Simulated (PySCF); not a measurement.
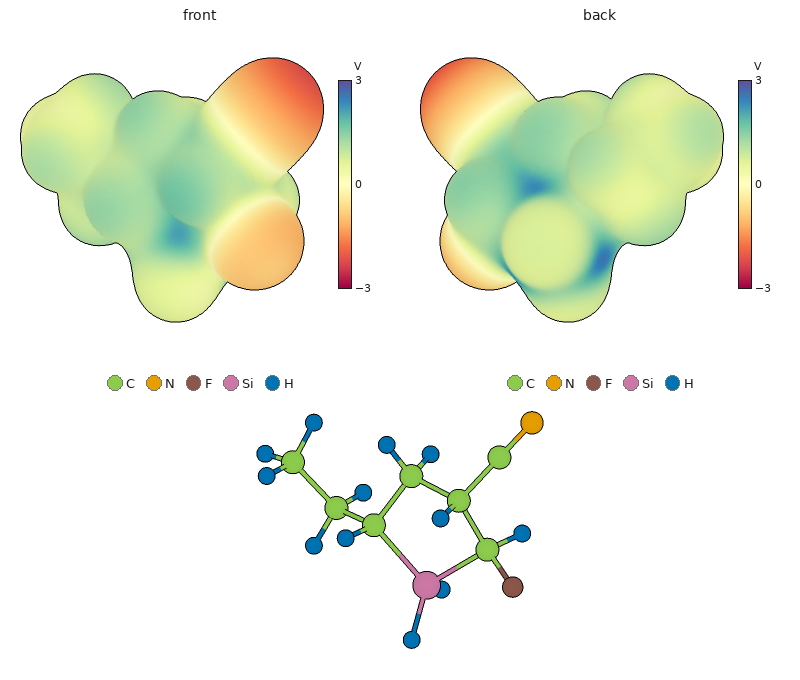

The picture shows: C7H12FNSi. The electrostatic potential painted on the density surface at 0.004 e/bohr³, seen from the front and from behind; red is negative and blue positive. The bare structure is drawn below in the same view.

Geometry: GFN2-xTB.

The calculation used PBE0/pcSseg-1, SCF density, gas phase, non-relativistic in PySCF.

Input

```
{"job": {"kind": "nmr", "xc": "PBE0", "basis": "pcSseg-1"}, "charge": 0, "multiplicity": 1}
C      2.731941     0.339455     0.965674
C      1.741866    -0.755665     0.583728
C      0.630684    -0.261665    -0.343776
C     -0.264971     0.795125     0.318769
C     -1.558434     0.928276    -0.498200
C     -2.507859     1.780012     0.172903
N     -3.262656     2.430599     0.733792
C     -2.131486    -0.481370    -0.722908
F     -2.930728    -0.490633    -1.852575
Si    -0.587547    -1.621516    -0.921117
H      3.160371     0.793959     0.074967
H      3.542167    -0.075783     1.560004
H      2.247656     1.116242     1.551363
H      2.280886    -1.562301     0.081855
H      1.298373    -1.173059     1.490205
H      1.108718     0.196422    -1.217534
H      0.231625     1.764209     0.388225
H     -0.519731     0.474117     1.332576
H     -1.336957     1.361984    -1.481018
H     -2.792611    -0.763910     0.104024
H     -0.425249    -2.016597    -2.316651
H     -0.666468    -2.758516    -0.005155
```

Command:

```sh
OMP_NUM_THREADS=1 python probes_run.py task.json out
```

Where is the surface potential most negative and most positive?

Answer. The most negative region (about −2.1 V) lies over N7, the most positive (about +2.3 V) over Si10. N7 is the likeliest acceptor of a hydrogen bond.
